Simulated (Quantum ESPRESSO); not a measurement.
## Magnetic state of Fe3Ge from several starts

Wanted: the moments of Fe3Ge and the energy of each order that was tried.

Main program and level: Quantum ESPRESSO 7.5; LDA; plane waves with GBRV 1.5 LDA potentials, no spin-orbit coupling.

## Step 1: Starting point

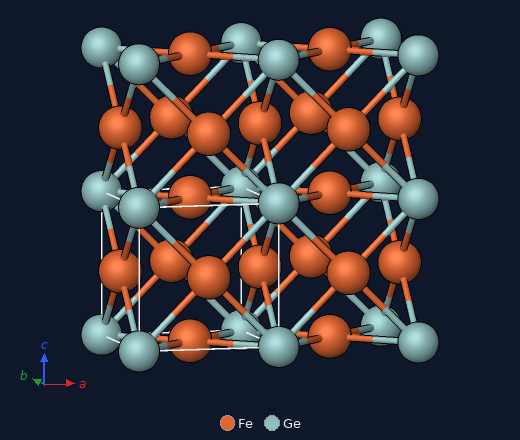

The starting structure, seen slightly off an axis (iron orange, germanium teal). 2×1×2 cells are drawn. Some periodic images of atoms are drawn too.

The cell comes from Materials Project 2023-11-01, a database of computed structures, and need not be the stable phase.

## Step 2: Run 1, typed as ferro +++

The signs are those of the starting moments on the seeded atoms, the atoms that are given a moment.

File pw.in:

```
&CONTROL
  calculation = 'scf'
  prefix = 'pwscf'
  outdir = './tmp'
  pseudo_dir = './pseudo'
  disk_io = 'nowf'
/
&SYSTEM
  ibrav = 0
  celldm(1) = 8
  nat = 4
  ntyp = 2
  ecutwfc = 40
  ecutrho = 280
  nbnd = 45
  occupations = 'smearing'
  smearing = 'fd'
  degauss = 0.00734986
  nspin = 2
  starting_magnetization(1) = 0.175
  starting_magnetization(2) = 0
/
&ELECTRONS
  conv_thr = 8d-09
  electron_maxstep = 150
  mixing_beta = 0.3
/
ATOMIC_SPECIES
Fe     55.8450 fe_lda_v1.5.uspp.F.UPF
Ge     72.6300 ge_lda_v1.4.uspp.F.UPF
CELL_PARAMETERS alat
   0.8646679327313    0.0000000000000    0.0000000000000
   0.0000000000000    0.8646679327313    0.0000000000000
   0.0000000000000    0.0000000000000    0.8646679327313
ATOMIC_POSITIONS crystal
Fe      0.0000000000    0.5000000000    0.5000000000
Fe      0.5000000000    0.5000000000    0.0000000000
Fe      0.5000000000    0.0000000000    0.5000000000
Ge      0.0000000000    0.0000000000    0.0000000000
K_POINTS automatic
8 8 8 0 0 0
```

Command:

```console
$ OMP_NUM_THREADS=1 mpirun -n 4 pw.x -nk 4 -in pw.in > pw.out
```

What it wrote:

```text
Program PWSCF v.7.5 starts

     Message from routine setup:
     using ibrav=0 with symmetry is DISCOURAGED, use correct ibrav instead

     K-points division:     npool     =       4
     Subspace diagonalization in iterative solution of the eigenvalue problem:

     G-vector sticks info
     --------------------
     sticks:   dense  smooth     PW     G-vecs:    dense   smooth      PW
     Sum        1069     601    193                26145    11123    2007

     Using Slab Decomposition

     bravais-lattice index     =            0
     lattice parameter (alat)  =       8.0000  a.u.
     unit-cell volume          =     330.9924 (a.u.)^3
     number of atoms/cell      =            4
     number of atomic types    =            2
     number of electrons       =        62.00
     number of Kohn-Sham states=           45
     kinetic-energy cutoff     =      40.0000  Ry
     charge density cutoff     =     280.0000  Ry
     scf convergence threshold =      8.0E-09
     mixing beta               =       0.3000
     number of iterations used =            8  plain     mixing
     Exchange-correlation=  SLA  PZ   NOGX NOGC
                           (   1   1   0   0   0   0   0)

     celldm(1)=   8.000000  celldm(2)=   0.000000  celldm(3)=   0.000000
     celldm(4)=   0.000000  celldm(5)=   0.000000  celldm(6)=   0.000000

     crystal axes: (cart. coord. in units of alat)
               a(1) = (   0.864668   0.000000   0.000000 )
               a(2) = (   0.000000   0.864668   0.000000 )
               a(3) = (   0.000000   0.000000   0.864668 )

     reciprocal axes: (cart. coord. in units 2 pi/alat)
               b(1) = (  1.156513  0.000000  0.000000 )
               b(2) = (  0.000000  1.156513  0.000000 )
               b(3) = (  0.000000  0.000000  1.156513 )

     PseudoPot. # 1 for Fe read from file:
     fe_lda_v1.5.uspp.F.UPF
     Pseudo is Ultrasoft + core correction, Zval = 16.0
     Generated by new atomic code, or converted to UPF format
     Using radial grid of  861 points,  6 beta functions with:
                l(1) =   0
                l(2) =   0
                l(3) =   1
                l(4) =   1
                l(5) =   2
                l(6) =   2
     Q(r) pseudized with  8 coefficients,  rinner =    1.000   1.000   1.000
                                                       1.000   1.000

     PseudoPot. # 2 for Ge read from file:
     ge_lda_v1.4.uspp.F.UPF
     Pseudo is Ultrasoft + core correction, Zval = 14.0
     Generated by new atomic code, or converted to UPF format
     Using radial grid of  873 points,  6 beta functions with:
                l(1) =   0
                l(2) =   0
                l(3) =   1
                l(4) =   1
                l(5) =   2
                l(6) =   2
     Q(r) pseudized with  8 coefficients,  rinner =    1.400   1.400   1.400
                                                       1.400   1.400

     atomic species   valence    mass     pseudopotential
     Fe               16.00    55.84500     Fe( 1.00)
     Ge               14.00    72.63000     Ge( 1.00)

     Starting magnetic structure
     atomic species   magnetization
     Fe              0.175
     Ge              0.000

     48 Sym. Ops., with inversion, found

   Cartesian axes

     site n.     atom                  positions (alat units)
         1        Fe     tau(   1) = (   0.0000000   0.4323340   0.4323340  )
         2        Fe     tau(   2) = (   0.4323340   0.4323340   0.0000000  )
         3        Fe     tau(   3) = (   0.4323340   0.0000000   0.4323340  )
         4        Ge     tau(   4) = (   0.0000000   0.0000000   0.0000000  )

     number of k points=    35  Fermi-Dirac smearing, width (Ry)=  0.0073
                       cart. coord. in units 2pi/alat
        k(    1) = (   0.0000000   0.0000000   0.0000000), wk =   0.0019531
        k(    2) = (   0.0000000   0.0000000   0.1445642), wk =   0.0117188
        k(    3) = (   0.0000000   0.0000000   0.2891283), wk =   0.0117188
        k(    4) = (   0.0000000   0.0000000   0.4336925), wk =   0.0117188
        k(    5) = (   0.0000000   0.0000000  -0.5782567), wk =   0.0058594
        [... 30 further k-points ...]

     Dense  grid:    26145 G-vectors     FFT dimensions: (  40,  40,  40)

     Smooth grid:    11123 G-vectors     FFT dimensions: (  27,  27,  27)

     Check: negative core charge=   -0.000048
     Generating pointlists ...
     new r_m :   0.2522 (alat units)  2.0177 (a.u.) for type    1
     new r_m :   0.2522 (alat units)  2.0177 (a.u.) for type    2

     Initial potential from superposition of free atoms

     starting charge      58.9993, renormalised to      62.0000
     Starting wfcs are   48 randomized atomic wfcs

     Self-consistent Calculation

     iteration #  1     ecut=    40.00 Ry     beta= 0.30
     Davidson diagonalization with overlap
     ethr =  1.00E-02,  avg # of iterations =  3.4

     total energy              =    -963.57643472 Ry
     estimated scf accuracy    <       3.56433821 Ry

     total magnetization       =     6.15 Bohr mag/cell
     absolute magnetization    =     6.39 Bohr mag/cell

     iteration #  2     ecut=    40.00 Ry     beta= 0.30
     Davidson diagonalization with overlap
     ethr =  5.75E-03,  avg # of iterations =  2.0

     total energy              =    -963.96304526 Ry
     estimated scf accuracy    <       0.43826518 Ry

     total magnetization       =     6.40 Bohr mag/cell
     absolute magnetization    =     6.72 Bohr mag/cell

     iteration #  3     ecut=    40.00 Ry     beta= 0.30
     Davidson diagonalization with overlap
     ethr =  7.07E-04,  avg # of iterations =  2.3

     total energy              =    -964.01586880 Ry
     estimated scf accuracy    <       0.08066582 Ry

     total magnetization       =     6.52 Bohr mag/cell
     absolute magnetization    =     6.84 Bohr mag/cell

     [... further iterations left out ...]

     iteration #  9     ecut=    40.00 Ry     beta= 0.30
     Davidson diagonalization with overlap
     ethr =  1.65E-08,  avg # of iterations =  1.7

     total energy              =    -964.03108772 Ry
     estimated scf accuracy    <       0.00000210 Ry

     total magnetization       =     6.39 Bohr mag/cell
     absolute magnetization    =     6.78 Bohr mag/cell

     iteration # 10     ecut=    40.00 Ry     beta= 0.30
     Davidson diagonalization with overlap
     ethr =  3.39E-09,  avg # of iterations =  1.8

     total energy              =    -964.03108826 Ry
     estimated scf accuracy    <       0.00000019 Ry

     total magnetization       =     6.39 Bohr mag/cell
     absolute magnetization    =     6.78 Bohr mag/cell

     iteration # 11     ecut=    40.00 Ry     beta= 0.30
     Davidson diagonalization with overlap
     ethr =  3.11E-10,  avg # of iterations =  2.0

     total energy              =    -964.03108832 Ry
     estimated scf accuracy    <       0.00000004 Ry

     total magnetization       =     6.39 Bohr mag/cell
     absolute magnetization    =     6.78 Bohr mag/cell

     iteration # 12     ecut=    40.00 Ry     beta= 0.30
     Davidson diagonalization with overlap
     ethr =  7.00E-11,  avg # of iterations =  1.5

     Magnetic moment per site  (integrated on atomic sphere of radius R)
     atom   1 (R=0.252)  charge= 14.6917  magn=  2.1743
     atom   2 (R=0.252)  charge= 14.6917  magn=  2.1743
     atom   3 (R=0.252)  charge= 14.6917  magn=  2.1743
     atom   4 (R=0.252)  charge= 12.2210  magn= -0.1002

     End of self-consistent calculation

     [... lines left out ...]
     the Fermi energy is    17.0892 ev

!    total energy              =    -964.03108833 Ry
     estimated scf accuracy    <          1.2E-09 Ry
     smearing contrib. (-TS)   =      -0.00868090 Ry
     internal energy E=F+TS    =    -964.02240744 Ry

     The total energy is F=E-TS. E is the sum of the following terms:
     one-electron contribution =    -451.57855229 Ry
     hartree contribution      =     269.38773394 Ry
     xc contribution           =    -143.89640408 Ry
     ewald contribution        =    -637.93518501 Ry

     total magnetization       =     6.39 Bohr mag/cell
     absolute magnetization    =     6.77 Bohr mag/cell

     convergence has been achieved in  12 iterations

=------------------------------------------------------------------------------=
   JOB DONE.
=------------------------------------------------------------------------------=
```

Wall time 20 s (4 MPI ranks of Arm Neoverse V2, shared host); peak memory 0.39 GiB.

Spin moment in the atom's sphere by atom:

| atom | spin moment in the atom's sphere (μB) |
| --- | --- |
| Fe1 | 2.17 |
| Fe2 | 2.17 |
| Fe3 | 2.17 |
| Ge4 | -0.10 |

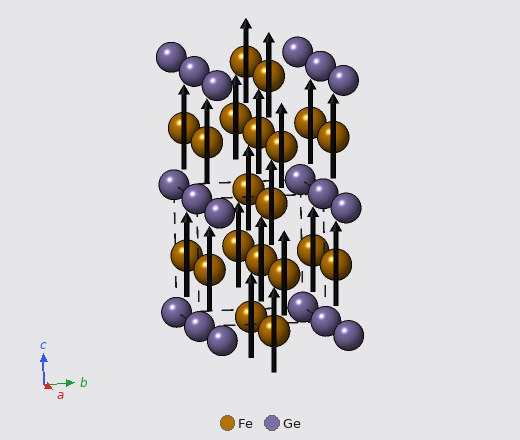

Spin moment in the atom's sphere as arrows, the longest 2.17 μB. Up and down stand for the sign. Arrows give size and sign along the axis of quantisation, drawn up and down the page. 2×1×2 cells are drawn. Some periodic images of atoms are drawn too.

This step gave:

| Item | Value |
| --- | --- |
| smearing term TS | 0.1181 eV |
| magnetization | 6.391 μB |
| absolute magnetization | 6.775 μB |
| final state | ferromagnetic |

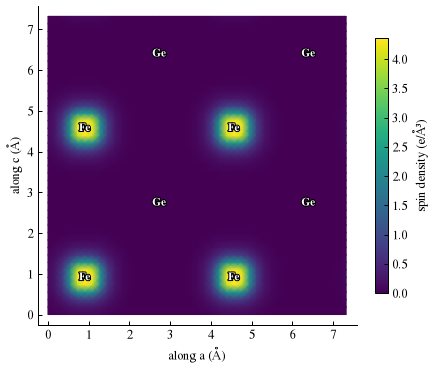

Spin density in the ac plane at fractional y = 0.000, with atoms of Fe and Ge within 0.2 Å of it. The map starts off the cell's origin, so that atoms lie inside it.

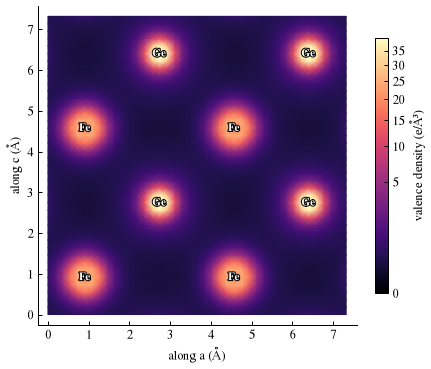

Valence density in the ac plane at fractional y = 0.000, with atoms of Fe and Ge within 0.2 Å of it. It is the smooth field of the valence electrons, not physical close to the nuclei. The map starts off the cell's origin, so that atoms lie inside it. The colour scale is stretched toward low values.

(Part 1 of 2 ends here.)

[Logs and program files are shortened in this print: banners, set-up blocks, solver, clock and traceback lines can be left out without a mark of their own.]

[Logs are printed without paths, hosts, clocks, repeated set-up lines and the standing remarks that a program may print on its own settings, such as how far it seeks lower states.]

[Hosts, paths, dates, database ids (printed as entryN), source tags and the programs' standing remarks are cut or masked in the printed files.]

[Where a cell is said to come from a database of computed structures, the database is the Materials Project.]
